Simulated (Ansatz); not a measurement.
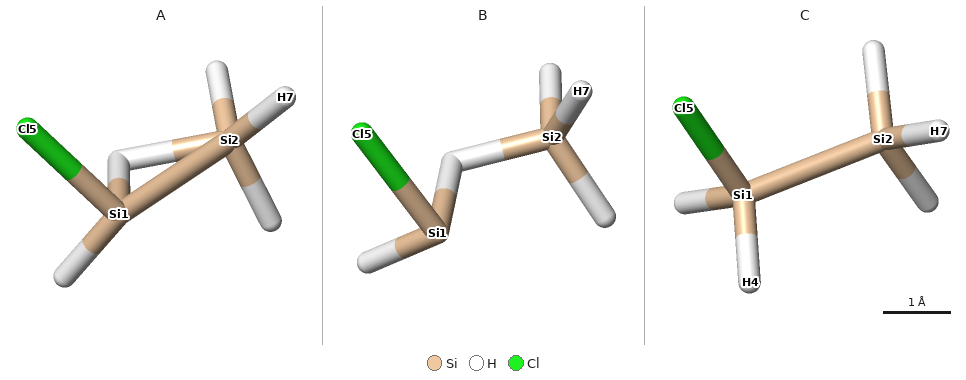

Three geometries of Si2H5Cl: a saddle point and the two minima that it joins, in shuffled order. The picture is a stick view, seen at a tilt. Sticks join atoms that are closer than about 1.2 times the sum of their covalent radii (a little more with hydrogen).

Stationary points at PBE0-D4/def2-TZVP, single-point energies with B2PLYP, PBE0-D4, r2SCAN0-D4 (def2-TZVPP where no basis is named; Ansatz 0.2.0). The energies are electronic, without zero-point or thermal terms, and both ends are the minima reached downhill from the saddle, with any fragments still in contact.

**Identify the saddle point and describe the reaction.**

Frame A is the saddle point. Counted by bonded pieces, C holds Si₂H₅Cl and B holds SiHCl + SiH₄. From C over the saddle to B, a bond forms: H–Si (3.20 → 1.71 → 1.55 Å). Bonds break: Si–Si (2.34 → 2.39 → 2.74 Å), H–Si (1.48 → 1.69 → 1.87 Å). The saddle has one imaginary mode, 375i cm⁻¹. With B2PLYP the barrier is 2.05 eV from C and 0.20 eV from B, and B lies 1.85 eV above C.

| level | barrier from C (eV) | barrier from B (eV) | B less C (eV) |
| --- | --- | --- | --- |
| B2PLYP | 2.05 | 0.20 | 1.85 |
| PBE0-D4 | 1.93 | 0.10 | 1.83 |
| r2SCAN0-D4 | 2.01 | 0.09 | 1.93 |
